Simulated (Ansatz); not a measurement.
Single-point calculation of TiHSeCl₃

The run: single-point calculation of TiHSeCl₃, SMILES [Cl][Ti]([Cl])([Cl])[SeH]. Method and program: RKS B2PLYP/cc-pVTZ (Ansatz 0.2.0).

The geometry comes from this level: PBE0-D4/def2-TZVP. Figures and captions count atoms from 1; the log counts them from 0 in places.

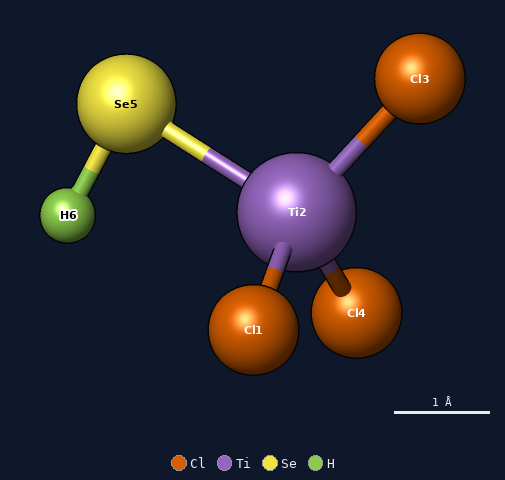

Fig. 1: The structure as given in the input (ball-and-stick view, seen at a tilt; atoms are numbered from 1 in the order of the input). Sticks mark near contacts. Bond lengths as drawn: Cl–Ti 1.99 to 2.00 Å, H–Se 1.36 Å and Se–Ti 2.20 Å.

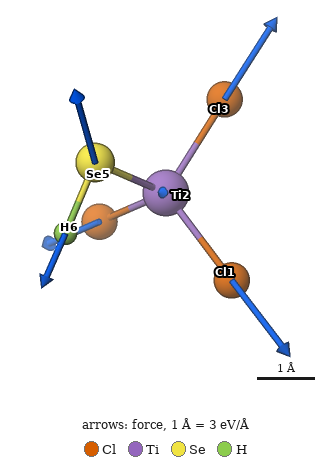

Fig. 2: Forces on the atoms as blue arrows (ball-and-stick view, seen at a tilt; atoms are numbered from 1 in the order of the input). The largest act on Cl1 (5.31 eV/Å); Cl3, Cl4 (5.30 eV/Å); Se5 (5.27 eV/Å); H6 (3.23 eV/Å). The geometry is not a stationary point of this energy.

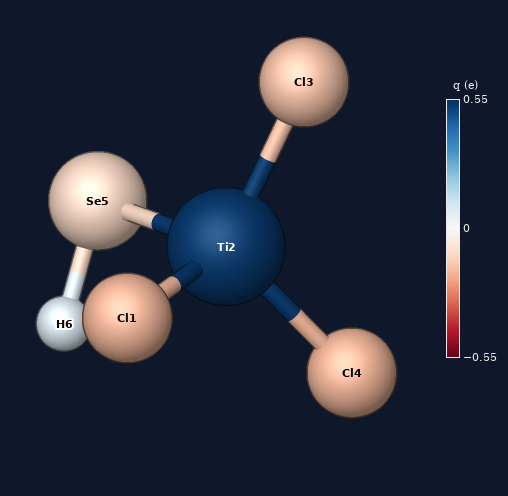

Fig. 3: Mulliken charges, as the colour of each atom (ball-and-stick view, seen at a tilt; atoms are numbered from 1 in the order of the input; Mulliken charges depend strongly on the basis). By element: Cl −0.17 to −0.15, Ti +0.53, Se −0.10 and H +0.07 e.

The input that produced these results follows, with the program's output.

**Input**
```yaml
crystal:
  periodic: [false, false, false]
  atoms:
    - {symbol: Cl, position_ang: [-0.934403, -1.157041, 1.470730]}
    - {symbol: Ti, position_ang: [0.238153, -0.418691, 0.031897]}
    - {symbol: Cl, position_ang: [2.164803, -0.789718, 0.352611]}
    - {symbol: Cl, position_ang: [-0.384182, -1.090229, -1.743581]}
    - {symbol: Se, position_ang: [0.124968, 1.777214, 0.057933]}
    - {symbol: H, position_ang: [-1.209330, 1.678474, -0.169600]}
basis:
  gaussian: {orbitals: cc-pVTZ}
hamiltonian: {xc: {name: B2PLYP}}
scf: {lower_state_search: full}
output: {forces: true}
```

Launched with:
```bash
ansatz run in.yaml --threads 4 --pin off --events-out ev --progress --plain --max-ram 11315MiB
```

**The program's output**
```
Functional definition: B2PLYP
  name "B2PLYP"
  cite "Grimme, J. Chem. Phys. 124, 034108 (2006) doi:10.1063/1.2148954"
  cite "Becke, Phys. Rev. A 38, 3098 (1988) doi:10.1103/PhysRevA.38.3098"
  cite "Lee, Yang & Parr, Phys. Rev. B 37, 785 (1988) doi:10.1103/PhysRevB.37.785"
  parameter a = 0.53
  parameter c = 0.27
  exchange = (1 - a)*b88_x + a*exact_x
  correlation = (1 - c)*lyp_c + c*(mp2_os + mp2_ss)
1499 factors; integrals over basis functions are off by at most 9.6e-4 eV
mean field evaluation 1: about -126019.3976 eV, gradient 1.9e1 eV
mean field evaluation 2: about -126019.4645 eV, gradient 1.9e1 eV
mean field evaluation 4: about -126020.1818 eV, gradient 9.4e0 eV
mean field evaluation 8: about -126020.3707 eV, gradient 2.8e-1 eV
mean field evaluation 16: about -126020.3713 eV, gradient 4.9e-4 eV
mean field evaluation 32: about -126020.3159 eV, gradient 7.5e-1 eV
mean field evaluation 64: about -126020.3713 eV, gradient 4.8e-3 eV
mean field evaluation 96: about -126020.3713 eV, gradient 1.8e-5 eV
mean field -126020.37133175 eV, -4631.1632267663 hartree, gradient 4.8e-6 eV, S^2 0.000000; 3 other end points of the search recorded, 0 dependent functions left out
29 core orbitals not correlated: weight in the atoms' cores, before any rotation towards them, 1.000 or more for the frozen orbitals, at most 0.000 for the correlated occupied ones
reference -126020.37151227 eV, -4631.1632334002 hartree; 25, 25 occupied and 173, 173 virtual orbitals, 1499 factors
second order -43.39062027 eV of doubles, -0.00000000 eV of singles
the calculation of the forces begins
Total energy: -126032.08697974 eV, -4631.5937688888 hartree
Atom 0 at    -0.934403    -1.157041     1.470730 Å, force    -3.083432    -2.004062     3.824344 eV/Å
Atom 1 at     0.238153    -0.418691     0.031897 Å, force    -0.156432     0.681098    -0.013250 eV/Å
Atom 2 at     2.164803    -0.789718     0.352611 Å, force     5.126374    -1.046463     0.853625 eV/Å
Atom 3 at    -0.384182    -1.090229    -1.743581 Å, force    -1.623434    -1.825736    -4.707009 eV/Å
Atom 4 at     0.124968     1.777214     0.057933 Å, force     2.915070     4.349440     0.582862 eV/Å
Atom 5 at    -1.209330     1.678474    -0.169600 Å, force    -3.178146    -0.154276    -0.540571 eV/Å
Dipole moment:    -0.067987     0.055241    -0.009979 e Å
```

**Results in brief**

```tsv
quantity	value
outcome	converged
total energy	−126032.0870 eV
mean-field energy	−126020.3715 eV
SCF solution under orbital rotations	stable
largest force (length of the vector)	5.306 eV/Å
dipole moment	0.42 D
hardware	4 threads of Arm Neoverse V1, 23 GiB of memory available, shared host
wall time	41 s (CPU time 2.6 min)
peak memory	0.89 GiB
```
